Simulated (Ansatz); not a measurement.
Input

```
crystal:
  periodic: [false, false, false]
  atoms:
    - {symbol: C, position_ang: [-0.479295, -0.597002, 1.207171]}
    - {symbol: C, position_ang: [0.123129, 0.195742, 0.050099]}
    - {symbol: C, position_ang: [1.452909, -0.434920, -0.367193]}
    - {symbol: C, position_ang: [-0.839093, 0.194011, -1.134930]}
    - {symbol: O, position_ang: [0.424519, 1.502917, 0.445266]}
    - {symbol: Cu, position_ang: [-0.898780, 2.580619, 1.012134]}
    - {symbol: H, position_ang: [0.193122, -0.567821, 2.067299]}
    - {symbol: H, position_ang: [-0.664797, -1.641843, 0.941528]}
    - {symbol: H, position_ang: [-1.434934, -0.148811, 1.505704]}
    - {symbol: H, position_ang: [1.893607, 0.139705, -1.184089]}
    - {symbol: H, position_ang: [1.318652, -1.468926, -0.695697]}
    - {symbol: H, position_ang: [2.148424, -0.420192, 0.474094]}
    - {symbol: H, position_ang: [-0.424199, 0.789398, -1.951134]}
    - {symbol: H, position_ang: [-1.040426, -0.815952, -1.503859]}
    - {symbol: H, position_ang: [-1.794840, 0.642375, -0.836994]}
basis:
  gaussian: {orbitals: def2-TZVPP}
hamiltonian: {xc: pbe0, dispersion: d4}
output: {orbitals: {seedname: orbitals}}
```

Launched as:

```sh
ansatz run in.yaml --threads 2 --pin off --events-out ev --progress --plain --max-ram 22528MiB --backend cuda --devices 0, --max-vram 18GiB
```

Geometry: PBE0-D4/def2-TZVP.

These are results of Ansatz, RKS PBE0-D4/def2-TZVPP, not measurements.

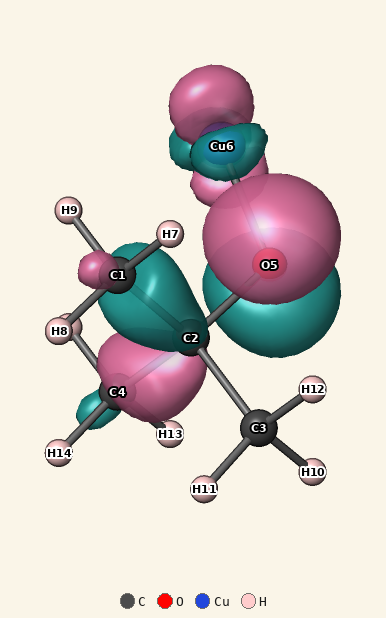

C₄H₉CuO (SMILES CC(C)(C)[O][Cu]). The HOMO at ±0.15 Å⁻³ᐟ² (teal and pink are the two phases), seen at an oblique angle.

### Where does this orbital lie, and at what energy?

Its weight (Hirshfeld) is mainly on O5 (about 55 %), Cu6 (about 20 %) and C2 (about 10 %). Its energy is −6.26 eV.
